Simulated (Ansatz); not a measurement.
# YTaSe3: from a guess to a relaxed structure, part 1 of 2

The task: take a trial cell of YTaSe3 to zero force and stress.

Program: Ansatz 0.2.0. Level of theory: DFT PBE, scalar-relativistic, plane waves, PAW. These are calculated values, not measurements.

## 1. Starting point

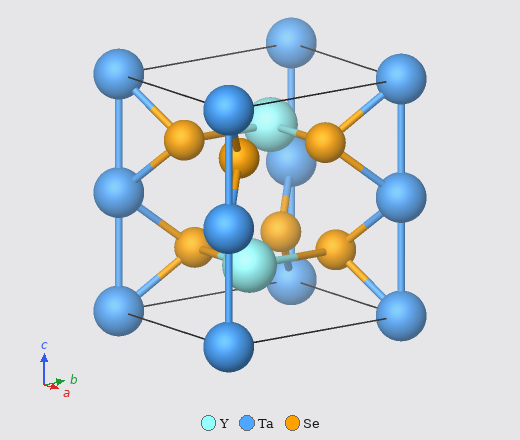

Start, viewed slightly off an axis; yttrium teal, tantalum blue, selenium orange. Atoms on the faces are drawn again on the opposite ones.

As a file:

```
CELL_PARAMETERS angstrom
7.42450 0.00000 0.00000
-3.71225 6.42981 0.00000
0.00000 0.00000 6.23658
ATOMIC_POSITIONS crystal
Y 0.33333 0.66667 0.75000
Y 0.66667 0.33333 0.25000
Ta 0.00000 0.00000 0.00000
Ta 0.00000 0.00000 0.50000
Se 0.83333 0.66667 0.75000
Se 0.33333 0.16667 0.75000
Se 0.83333 0.16667 0.75000
Se 0.16667 0.33333 0.25000
Se 0.66667 0.83333 0.25000
Se 0.16667 0.83333 0.25000
```

The cell is invented: perovskite family, AX3 layers stacked AB|A (P6_3/mmc, No. 194). The dimensions are guesses.

## 2. A first look at the guess

input.yaml

```yaml
crystal:
  lattice:
    - [7.424505, 0.0, 0.0]
    - [-3.7122525, 6.42980994, 0.0]
    - [0.0, 0.0, 6.2365842]
  atoms:
    - { symbol: "Y", position: [0.33333333, 0.66666667, 0.75] }
    - { symbol: "Y", position: [0.66666667, 0.33333333, 0.25] }
    - { symbol: Ta, position: [0.0, 0.0, 0.0] }
    - { symbol: Ta, position: [0.0, 0.0, 0.5] }
    - { symbol: Se, position: [0.83333333, 0.66666667, 0.75] }
    - { symbol: Se, position: [0.33333333, 0.16666667, 0.75] }
    - { symbol: Se, position: [0.83333333, 0.16666667, 0.75] }
    - { symbol: Se, position: [0.16666667, 0.33333333, 0.25] }
    - { symbol: Se, position: [0.66666667, 0.83333333, 0.25] }
    - { symbol: Se, position: [0.16666667, 0.83333333, 0.25] }
basis:
  ecutwfc: 420
kpoints:
  mp_grid: { grid: [3, 3, 4] }
hamiltonian:
  xc: pbe
scf:
  occupations: { method: gaussian, width: 0.1 }
  lower_state_search: "off"
output:
  forces: true
  stress: true
  eigenvalues: true
```

Run with:

```console
ansatz run input.yaml --threads 1 --pin off --max-ram 2560MiB --backend cpu --events-out ev --progress --plain --runs-dir out
```

Standard output, shortened:

```text
[...]
SCF converged after 8 iterations
Free energy (F): -60381.774444 eV
[...]
E sigma→0 (E₀):  -60381.761552 eV
Entropy (-TS):   -0.025785 eV (-2.578 meV/atom)
Fermi energy:    8.852674 eV
[...]
--- Forces (eV/Å), atoms counted from 1 ---
  atom   1  Y      0.00000000     0.00000000     0.00000000
  atom   2  Y      0.00000000    -0.00000000     0.00000000
  atom   3  Ta     0.00000000    -0.00000000     0.00000000
  atom   4  Ta     0.00000000    -0.00000000     0.00000000
  atom   5  Se    -0.00000000    -0.43156041     0.00000000
  atom   6  Se     0.37374228     0.21578020     0.00000000
  atom   7  Se    -0.37374228     0.21578020     0.00000000
  atom   8  Se    -0.00000000     0.43156041     0.00000000
[...]
--- Stress (GPa, compression-positive) ---
       -6.213344      -0.000000       0.000000
       -0.000000      -6.213344       0.000000
        0.000000       0.000000      -9.665038
  P = ⅓ Tr σ = -7.3639 GPa (-73.639 kbar)
--- Band table (eV; the first three rows and the last of 9) ---
[...]
```

Run time: 12 s. Hardware: 1 thread of Arm Neoverse V2, shared host; peak memory 0.62 GiB.

From the probe: pressure -7.4 GPa, largest force 0.43 eV/Å, gap on this mesh none (metal). A guess like this is first relaxed loosely on the coarse mesh.

## 3. Spin check on a coarse mesh

input.yaml, as its differences from that of step 2:

```diff
@@ -8,4 +8,4 @@
     - { symbol: "Y", position: [0.66666667, 0.33333333, 0.25] }
-    - { symbol: Ta, position: [0.0, 0.0, 0.0] }
-    - { symbol: Ta, position: [0.0, 0.0, 0.5] }
+    - { symbol: Ta, position: [0.0, 0.0, 0.0], spin: 1.0 }
+    - { symbol: Ta, position: [0.0, 0.0, 0.5], spin: 1.0 }
     - { symbol: Se, position: [0.83333333, 0.66666667, 0.75] }
@@ -29 +29,4 @@
   eigenvalues: true
+  populations: true
+magnetization:
+  spin_polarized: true
```

Run with:

```console
ansatz run input.yaml --threads 1 --pin off --max-ram 2560MiB --backend cpu --events-out ev --progress --plain --runs-dir out
```

Standard output, shortened:

```text
[...]
SCF converged after 17 iterations
Magnetization: 0.0001 μB (72.0000 up, 72.0000 down)
Absolute magnetization: 0.0001 μB (∫|ρ↑−ρ↓|, with the PAW one-centre terms)
Spin contamination: 0.0000 ħ² per cell (⟨S²⟩ above its minimum at these occupations)
[...]
Free energy (F): -60381.774444 eV
[...]
E sigma→0 (E₀):  -60381.761551 eV
Entropy (-TS):   -0.025785 eV (-2.578 meV/atom)
Fermi energy:    8.852665 eV
[...]
--- Forces (eV/Å), atoms counted from 1 ---
  atom   1  Y     -0.00000000     0.00000000     0.00000000
  atom   2  Y     -0.00000000    -0.00000000     0.00000000
  atom   3  Ta     0.00000000     0.00000000     0.00000000
  atom   4  Ta     0.00000000     0.00000000     0.00000000
  atom   5  Se     0.00000000    -0.43160216     0.00000000
  atom   6  Se     0.37377844     0.21580108     0.00000000
  atom   7  Se    -0.37377844     0.21580108     0.00000000
  atom   8  Se     0.00000000     0.43160216     0.00000000
[...]
--- Stress (GPa, compression-positive) ---
       -6.213347      -0.000000       0.000000
        0.000000      -6.213347       0.000000
        0.000000       0.000000      -9.665211
  P = ⅓ Tr σ = -7.3640 GPa (-73.640 kbar)
--- Band table (eV; the first three rows and the last of 18) ---
[...]
--- Löwdin populations: 10 sites ---
  site symbol       q [e]    m [muB]
     0      Y     10.0735     0.0000
     1      Y     10.0735     0.0000
     2     Ta     12.4037     0.0000
     3     Ta     12.4037     0.0000
     4     Se     16.4299    -0.0000
     5     Se     16.4299    -0.0000
     6     Se     16.4299    -0.0000
     7     Se     16.4299    -0.0000
     8     Se     16.4299    -0.0000
     9     Se     16.4299    -0.0000
  spilling = 0.003238 (of n_electrons = 144.000000)
```

Wall time 53 s (1 thread of Arm Neoverse V2, shared host); peak memory 0.83 GiB.

Site by site:

```tsv
atom	Löwdin electrons
Y1	10.07
Y2	10.07
Ta3	12.40
Ta4	12.40
Se5	16.43
Se6	16.43
Se7	16.43
Se8	16.43
Se9	16.43
Se10	16.43
```

The Löwdin counts miss 0.47 of the 144 electrons, which the atomic orbitals do not span, so they are no charges.

The same cell is solved with trial moments on Ta. The largest site moment that stays is 0.00 μB and the cell's total 0.00 μB. The workflow keeps spin only above 0.25 μB on a site, so the next run goes without spin.

## 4. Coarse relaxation

input.yaml, as its differences from that of step 3:

```diff
@@ -8,4 +8,4 @@
     - { symbol: "Y", position: [0.66666667, 0.33333333, 0.25] }
-    - { symbol: Ta, position: [0.0, 0.0, 0.0], spin: 1.0 }
-    - { symbol: Ta, position: [0.0, 0.0, 0.5], spin: 1.0 }
+    - { symbol: Ta, position: [0.0, 0.0, 0.0] }
+    - { symbol: Ta, position: [0.0, 0.0, 0.5] }
     - { symbol: Se, position: [0.83333333, 0.66666667, 0.75] }
@@ -29,4 +29,6 @@
   eigenvalues: true
-  populations: true
-magnetization:
-  spin_polarized: true
+relax:
+  adjacent_minimum: "off"
+  f_tol: 0.04
+  max_steps: 70
+  cell: { stress_tol: 0.4 }
```

Run with:

```console
ansatz run input.yaml --threads 1 --pin off --max-ram 2560MiB --backend cpu --events-out ev --progress --plain --runs-dir out
```

Standard output:

```text
Warning: RAYON_NUM_THREADS=1 ignored (pool sized by the plan → 1); use --threads N
Engine: ansatz 0.2.0, aarch64-unknown-linux-gnu
Pseudopotentials: kind: paw
Pseudopotential: Y, paw, valence charge 11, recommended cutoff 420 eV (normal), Y.paw.azcp
Pseudopotential: Ta, paw, valence charge 13, recommended cutoff 420 eV (normal), Ta.paw.azcp
Pseudopotential: Se, paw, valence charge 16, recommended cutoff 420 eV (normal), Se.paw.azcp
Functional definition: PBE
  parameter kappa = 0.804
  parameter beta = 0.06672455060314922
  exchange = pbe_x(kappa = kappa, mu = beta*pi^2/3)
  correlation = pbe_c(beta = beta)
Crystal: 10 atoms, lattice volume = 297.723 Å³
Basis set: ecut = 420 eV, 5841 PW (Γ), exchange–correlation on 100×100×90 points (8 copies of the dense FFT grid, shifted against one another)
Bands: 87, of which v1, the nominal top of the filled ones, is band 72 counted from 1 (71 counted from 0)
Symmetry: 24 space group operations
Space group: P63/mmc (ITA 194), of the structure as read, at distance tolerance 6.7e-5 Å
k-points: 9 of 36
Non-local potential: Y, projectors of the file, l = 0: 3, l = 1: 2, l = 2: 2, l = 3: 1
Non-local potential: Ta, projectors of the file, l = 0: 3, l = 1: 2, l = 2: 2, l = 3: 1
Non-local potential: Se, projectors of the file, l = 0: 2, l = 1: 2, l = 2: 3, l = 3: 1
PAW form: soft (Blöchl's): semilocal exchange-correlation on the pseudo side does not see the compensation charge
PAW one-centre angular grid: Y, 590 points (default); XC on 64 Gauss nodes
PAW one-centre angular grid: Ta, 590 points (default); XC on 64 Gauss nodes
PAW one-centre angular grid: Se, 590 points (default); XC on 64 Gauss nodes
Initial density: superposition of atomic densities (neutral atoms: chi_scale 0, normalization atom), corrected by the library's trained network
Initial wavefunctions: pseudopotential atomic-orbital guess
Functional: x = pbe(κ = 0.804, μ = 0.2195149727645171), c = pbe(β = 0.06672455060314922)
SCF iter   1: F=—  HF=-60381.774591 eV  |F-HF|=—  |Δ(HF+E_count)|=         —  Δρ=3.60e-3  dr2=5.90e-2  ethr=1.77e-3  ⟨swp⟩=5.7  Hψ=2848  notcnv=0
preconditioner: auto → LDOS  [metal: Δε(μ)=0.013 eV  Ē_g=6.313 eV  σ=0.100 eV  W_gap=0.07  n_scr=70 (ndim 8)  ℏωp=15.5 eV  f_vac=0.010  D(μ)=5.42/eV (n_scr^D=26)  β→1.0]
SCF iter   2: F=—  HF=-60381.778998 eV  |F-HF|=—  |Δ(HF+E_count)|=   4.41e-3  Δρ=1.78e-3  dr2=2.99e-2  ethr=4.10e-5  ⟨swp⟩=2.0  Hψ=1577  notcnv=0  defer=2
preconditioner: auto → Kerker (q_TF=auto, 2.417 Å⁻¹)  [metal: Δε(μ)=0.025 eV  Ē_g=6.330 eV  σ=0.100 eV  W_gap=0.14  n_scr=70 (ndim 8)  ℏωp=15.5 eV  f_vac=0.007  D(μ)=4.95/eV (n_scr^D=26)  β→0.5]
SCF iter   3: F=—  HF=-60381.773628 eV  |F-HF|=—  |Δ(HF+E_count)|=   5.37e-3  Δρ=7.02e-4  dr2=1.53e-3  ethr=2.08e-5  ⟨swp⟩=2.0  Hψ=946  notcnv=0  defer=2
SCF iter   4: F=—  HF=-60381.774476 eV  |F-HF|=—  |Δ(HF+E_count)|=   8.48e-4  Δρ=1.92e-4  dr2=2.70e-4  ethr=1.06e-6  ⟨swp⟩=2.0  Hψ=952  notcnv=0  defer=2
SCF iter   5: F=—  HF=-60381.774561 eV  |F-HF|=—  |Δ(HF+E_count)|=   8.52e-5  Δρ=5.72e-5  dr2=1.92e-5  ethr=1.88e-7  ⟨swp⟩=2.0  Hψ=943  notcnv=0  defer=2
SCF iter   6: F=—  HF=-60381.774443 eV  |F-HF|=—  |Δ(HF+E_count)|=   1.18e-4  Δρ=1.78e-5  dr2=1.33e-6  ethr=1.33e-8  ⟨swp⟩=2.0  Hψ=1001  notcnv=0
SCF iter   7: F=—  HF=-60381.774444 eV  |F-HF|=—  |Δ(HF+E_count)|=   9.64e-7  Δρ=6.67e-6  dr2=1.95e-7  ethr=9.23e-10  ⟨swp⟩=2.0  Hψ=1407  notcnv=0
SCF iter   8: F=-60381.774444 eV  HF=-60381.774444 eV  |F-HF|=8.34e-9  |Δ(HF+E_count)|=   7.32e-8  Δρ=3.29e-6  dr2=5.59e-8  ethr=6.94e-11  ⟨swp⟩=7.4  Hψ=2979  notcnv=0
SCF 1 converged in 8 iterations: F = -60381.774444 eV  dr2 = 5.59e-8
relax step   1: F+E_penalty+E_count = -60381.77444376 eV  Δ(F+E_penalty+E_count) = +0.000e0 eV  max|allowed force component| = 4.316e-1 eV/Å  Δτ_max = 0.0000 Å  P = -7.364 GPa  Ω = 297.723 Å³  (8 SCF iters, dr2 threshold 1.00e-7 eV, accepted)
[... from here on, the SCF cycles and remarks between the steps are left out ...]
relax step   2: F+E_penalty+E_count = -60383.38922497 eV  Δ(F+E_penalty+E_count) = -1.615e0 eV  max|allowed force component| = 6.769e-1 eV/Å  Δτ_max = 0.0854 Å  P = -4.991 GPa  Ω = 266.283 Å³  energy of the carried Pulay correction = +2.699e-3 eV  (7 SCF iters, dr2 threshold 1.00e-6 eV, accepted)
relax step   3: F+E_penalty+E_count = -60384.38815840 eV  Δ(F+E_penalty+E_count) = -9.989e-1 eV  max|allowed force component| = 8.716e-2 eV/Å  Δτ_max = 0.1165 Å  P = -2.441 GPa  Ω = 241.394 Å³  energy of the carried Pulay correction = +5.059e-3 eV  (7 SCF iters, dr2 threshold 1.00e-6 eV, accepted)
relax step   4: F+E_penalty+E_count = -60384.44657636 eV  Δ(F+E_penalty+E_count) = -5.842e-2 eV  max|allowed force component| = 9.535e-2 eV/Å  Δτ_max = 0.0375 Å  P = +2.063 GPa  Ω = 227.266 Å³  energy of the carried Pulay correction = +6.499e-3 eV  (7 SCF iters, dr2 threshold 1.00e-6 eV, accepted)
relax step   5: F+E_penalty+E_count = -60384.50439449 eV  Δ(F+E_penalty+E_count) = -5.782e-2 eV  max|allowed force component| = 6.786e-2 eV/Å  Δτ_max = 0.0043 Å  P = -0.212 GPa  Ω = 232.432 Å³  energy of the carried Pulay correction = +5.964e-3 eV  (7 SCF iters, dr2 threshold 1.00e-6 eV, accepted)
relax step   6: F+E_penalty+E_count = -60384.50716904 eV  Δ(F+E_penalty+E_count) = -2.775e-3 eV  max|allowed force component| = 3.714e-3 eV/Å  Δτ_max = 0.0036 Å  P = -0.013 GPa  Ω = 232.335 Å³  energy of the carried Pulay correction = +5.974e-3 eV  (6 SCF iters, dr2 threshold 1.00e-6 eV, accepted)
relax step   7: F+E_penalty+E_count = -60384.50374948 eV  Δ(F+E_penalty+E_count) = +3.420e-3 eV  max|allowed force component| = 4.093e-3 eV/Å  Δτ_max = 0.0000 Å  P = -0.021 GPa  Ω = 232.335 Å³  stress off target by 2.78e-2 GPa  SCF on the basis re-selected at this cell (its energy is not comparable with the rows above)  (6 SCF iters)
basis re-selected at this cell: Δ(F+E_penalty+E_count) = +3.420e-3 eV, ΔP = -0.009 GPa vs the last step (what re-selecting the basis moved, of the pressure what is left beyond the Pulay correction that the steps carried, after the strain that the cell walked since its last selection, with what the two solves' SCF thresholds leave and, on support functions, any second-order correction that the steps lacked; it is no measure of the basis error at this ecutwfc). The dense FFT grid was sized anew with the basis: this SCF ran on 48×48×40 points, the steps before it on 50×50×45, so part of this shift can come from that change (see relax.cell in the input reference). This SCF's stress stands 2.78e-2 GPa from its target on what of the cell is left free (relax.cell.stress_tol is 4.00e-1 GPa) and its largest allowed force component is 4.09e-3 eV/Å (relax.f_tol is 4.00e-2 eV/Å): within both
SCF converged after 6 iterations
Free energy (F): -60384.503749 eV
Harris-Foulkes:  -60384.503749 eV  (|F-HF|=1.46e-11)
Internal energy: -60384.490930 eV  (E = F + TS)
E sigma→0 (E₀):  -60384.497340 eV
Entropy (-TS):   -0.012820 eV (-1.282 meV/atom)
Fermi energy:    12.367590 eV
--- Per-component energies (eV) ---
  E_band       = -2619.333372
  E_kinetic    = 2052.995340
  E_local      = -17293.092548  (includes V_loc(G=0)·N_el)
  E_nonlocal   = -3446.306547
  E_hartree    = 8241.985034
  E_xc         = -1411.608003
  E_vxc        = -1399.168034  (∫ρ·V_xc dr)
  E_paw        = -33911.148379  (= ΣΔE_a)
  E_vpaw       = 982.271605  (= ΣTr[D̂ρ^β])
  E_aug_tail   = -0.003257  (compensation charges beyond the density's cutoff)
  E_ewald      = -14617.312569
  E_smearing   = -0.012820  (= −TS)
  E_closure    = 0.000000  (closes the sum)
  Σ components = -60384.503749   (vs F -60384.503749, Δ=0.00e0)
--- Forces (eV/Å), atoms counted from 1 ---
  atom   1  Y     -0.00000000     0.00000000     0.00000000
  atom   2  Y      0.00000000    -0.00000000    -0.00000000
  atom   3  Ta     0.00000000     0.00000000    -0.00000000
  atom   4  Ta     0.00000000    -0.00000000     0.00000000
  atom   5  Se    -0.00000000    -0.00409318     0.00000000
  atom   6  Se     0.00354479     0.00204659     0.00000000
  atom   7  Se    -0.00354479     0.00204659    -0.00000000
  atom   8  Se     0.00000000     0.00409318    -0.00000000
  atom   9  Se    -0.00354479    -0.00204659    -0.00000000
  atom  10  Se     0.00354479    -0.00204659     0.00000000
  max |Σ_I F_I| component: 9.54e-18 eV/Å
--- Stress (GPa, compression-positive) ---
       -0.027753       0.000000      -0.000000
       -0.000000      -0.027753      -0.000000
       -0.000000      -0.000000      -0.008696
  P = ⅓ Tr σ = -0.0214 GPa (-0.214 kbar)
--- Band table (eV; the first three rows and the last of 9) ---
  k-point 0: bands = ["-56.4792", "-56.3895", "-35.9691", "-35.9688", "-35.9664", "-35.9664", "-35.9661", "-35.9661", "-35.9652", "-35.9647", "-35.9647", "-35.9646", "-35.9636", "-35.9636", "-35.9605", "-35.9605", "-35.9603", "-35.9603", "-35.9569", "-35.9566", "-35.9471", "-35.9468", "-35.9467", "-35.9467", "-35.9467", "-35.9460", "-35.9460", "-35.9460", "-35.9460", "-35.9457", "-35.9457", "-35.9448", "-32.8529", "-32.8522", "-23.4992", "-23.1533", "-23.1533", "-22.9919", "-22.9919", "-22.2767", "-12.7368", "-12.7289", "-12.7277", "-12.7277", "-12.7187", "-12.7187", "-2.8153", "-1.4000", "-1.1281", "-1.1281", "-1.0388", "-1.0388", "4.7094", "6.0162", "6.4910", "6.4910", "6.8814", "8.1935", "8.1935", "8.2195", "8.2195", "8.2275", "8.2275", "8.9209", "8.9209", "9.2415", "9.8850", "9.9907", "11.0300", "11.0300", "11.0560", "11.0560", "11.8020", "12.4784", "12.5036", "12.7763", "12.7763", "13.3089", "13.3089", "13.5076", "13.5076", "13.5866", "14.0007", "14.0827", "14.0827", "14.3860", "14.3860"]
[... 3 lines left out ...]
--- Relaxed structure (6 steps of the walk, 6 accepted, 1 SCFs on fresh bases) ---
  F+E_penalty+E_count = -60384.50374948 eV   max|allowed force component| = 4.093e-3 eV/Å   (the final SCF, on the basis selected at the relaxed cell)
  cell:  # Å, volume = 232.3345 Å³
    - [7.012140164968902, 0.0, 0.0]
    - [-3.506070082484451, 6.072691517760274, 0.0]
    - [0.0, 0.0, 5.456095788396313]
  atoms:
    - { symbol: Y, position: [0.3333333333333333, 0.6666666666666666, 0.7500000000000002] }
    - { symbol: Y, position: [0.6666666666666666, 0.3333333333333333, 0.25000000000000006] }
    - { symbol: Ta, position: [2.624263419414637e-19, -2.4618693033471916e-19, -8.234977706278109e-35] }
    - { symbol: Ta, position: [2.624263419414638e-19, -2.4618693033471906e-19, 0.5000000000000001] }
    - { symbol: Se, position: [0.8153313573249559, 0.6306627146499114, 0.7500000000000002] }
    - { symbol: Se, position: [0.3693372853500887, 0.1846686426750443, 0.7500000000000002] }
    - { symbol: Se, position: [0.8153313573249558, 0.18466864267504432, 0.7500000000000002] }
    - { symbol: Se, position: [0.18466864267504432, 0.36933728535008864, 0.25000000000000006] }
    - { symbol: Se, position: [0.6306627146499115, 0.815331357324956, 0.25000000000000006] }
    - { symbol: Se, position: [0.18466864267504443, 0.815331357324956, 0.25000000000000006] }
```

It took 99 s on 1 thread of Arm Neoverse V2, shared host; peak memory 0.64 GiB.

Relaxation path:

| step | energy from step 1 (eV/cell) | largest force component (eV/Å) | pressure (GPa) | volume (Å³) |
| --- | --- | --- | --- | --- |
| 1 | 0.0000 | 0.4316 | -7.36 | 297.72 |
| 2 | -1.6148 | 0.6769 | -4.99 | 266.28 |
| 3 | -2.6137 | 0.0872 | -2.44 | 241.39 |
| 4 | -2.6721 | 0.0954 | 2.06 | 227.27 |
| 5 | -2.7300 | 0.0679 | -0.21 | 232.43 |
| 6 | -2.7327 | 0.0037 | -0.01 | 232.33 |
| 7 | -2.7293 | 0.0041 | -0.02 | 232.33 |

Step 1 is the start. Step 7 repeats the geometry before it on a plane-wave basis chosen anew for that cell, so its energy need not be comparable with the rows above.

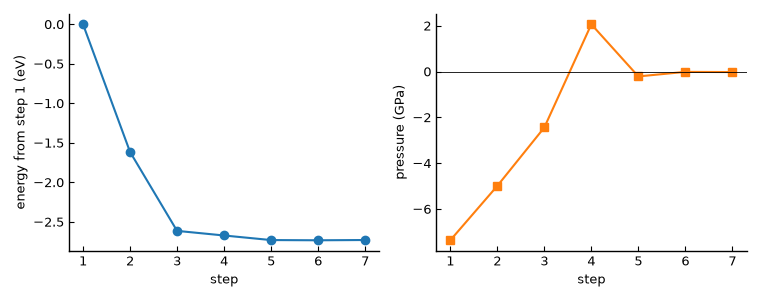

Energy and pressure along the relaxation.

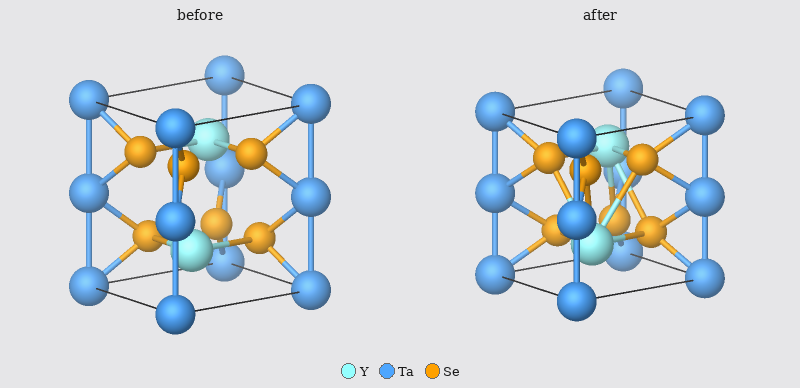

The structure before (left) and after (right) the relaxation, drawn at the same scale.

|  | before | after | change |
| --- | --- | --- | --- |
| a (Å) | 7.425 | 7.012 | -5.6 % |
| b (Å) | 7.425 | 7.012 | -5.6 % |
| c (Å) | 6.237 | 5.456 | -12.5 % |
| volume (Å³/atom) | 29.77 | 23.23 | -22.0 % |
| shortest distance (Å) | 2.650 | 2.625 | -1.0 % |
| space group (0.01 Å) | P6_3/mmc | P6_3/mmc | same |

Forces and stress were held to the start's 24 operations: a distortion of lower symmetry was not tested.

## 5. Spin check on a coarse mesh

input.yaml

```yaml
crystal:
  lattice:
    - [7.012140165, 0.0, 0.0]
    - [-3.5060700825, 6.0726915178, 0.0]
    - [0.0, 0.0, 5.4560957884]
  atoms:
    - { symbol: "Y", position: [0.3333333333, 0.6666666667, 0.75] }
    - { symbol: "Y", position: [0.6666666667, 0.3333333333, 0.25] }
    - { symbol: Ta, position: [0.0, 0.0, 0.0], spin: 1.0 }
    - { symbol: Ta, position: [0.0, 0.0, 0.5], spin: 1.0 }
    - { symbol: Se, position: [0.8153313573, 0.6306627146, 0.75] }
    - { symbol: Se, position: [0.3693372854, 0.1846686427, 0.75] }
    - { symbol: Se, position: [0.8153313573, 0.1846686427, 0.75] }
    - { symbol: Se, position: [0.1846686427, 0.3693372854, 0.25] }
    - { symbol: Se, position: [0.6306627146, 0.8153313573, 0.25] }
    - { symbol: Se, position: [0.1846686427, 0.8153313573, 0.25] }
basis:
  ecutwfc: 420
kpoints:
  mp_grid: { grid: [3, 3, 4] }
hamiltonian:
  xc: pbe
scf:
  occupations: { method: gaussian, width: 0.1 }
  lower_state_search: "off"
output:
  forces: true
  stress: true
  eigenvalues: true
  populations: true
magnetization:
  spin_polarized: true
```

Run with:

```console
ansatz run input.yaml --threads 1 --pin off --max-ram 2560MiB --backend cpu --events-out ev --progress --plain --runs-dir out
```

Standard output, shortened:

```text
[...]
SCF converged after 15 iterations
Magnetization: 0.0000 μB (72.0000 up, 72.0000 down)
Absolute magnetization: 0.0000 μB (∫|ρ↑−ρ↓|, with the PAW one-centre terms)
Spin contamination: 0.0000 ħ² per cell (⟨S²⟩ above its minimum at these occupations)
[...]
Free energy (F): -60384.503749 eV
[...]
E sigma→0 (E₀):  -60384.497340 eV
Entropy (-TS):   -0.012820 eV (-1.282 meV/atom)
Fermi energy:    12.367590 eV
[...]
--- Forces (eV/Å), atoms counted from 1 ---
  atom   1  Y      0.00000000    -0.00000000     0.00000000
  atom   2  Y      0.00000000     0.00000000    -0.00000000
  atom   3  Ta     0.00000000     0.00000000     0.00000000
  atom   4  Ta     0.00000000     0.00000000     0.00000000
  atom   5  Se     0.00000000    -0.00409342     0.00000000
  atom   6  Se     0.00354501     0.00204671    -0.00000000
  atom   7  Se    -0.00354501     0.00204671    -0.00000000
  atom   8  Se     0.00000000     0.00409342    -0.00000000
[...]
--- Stress (GPa, compression-positive) ---
       -0.027757       0.000000       0.000000
        0.000000      -0.027757      -0.000000
        0.000000      -0.000000      -0.008694
  P = ⅓ Tr σ = -0.0214 GPa (-0.214 kbar)
--- Band table (eV; the first three rows and the last of 18) ---
[...]
--- Löwdin populations: 10 sites ---
  site symbol       q [e]    m [muB]
     0      Y     10.1532     0.0000
     1      Y     10.1532     0.0000
     2     Ta     12.5928     0.0000
     3     Ta     12.5928     0.0000
     4     Se     16.3357    -0.0000
     5     Se     16.3357    -0.0000
     6     Se     16.3357    -0.0000
     7     Se     16.3357    -0.0000
     8     Se     16.3357    -0.0000
     9     Se     16.3357    -0.0000
  spilling = 0.003429 (of n_electrons = 144.000000)
```

Run time: 39 s. Hardware: 1 thread of Arm Neoverse V2, shared host; peak memory 0.73 GiB.

Site by site:

```tsv
atom	Löwdin electrons
Y1	10.15
Y2	10.15
Ta3	12.59
Ta4	12.59
Se5	16.34
Se6	16.34
Se7	16.34
Se8	16.34
Se9	16.34
Se10	16.34
```

The Löwdin counts miss 0.49 of the 144 electrons, which the atomic orbitals do not span, so they are no charges.

The same cell is solved with trial moments on Ta. The largest site moment that stays is 0.00 μB and the cell's total 0.00 μB. The workflow keeps spin only above 0.25 μB on a site, so the next run goes without spin.

(Continued in part 2 of 2.)
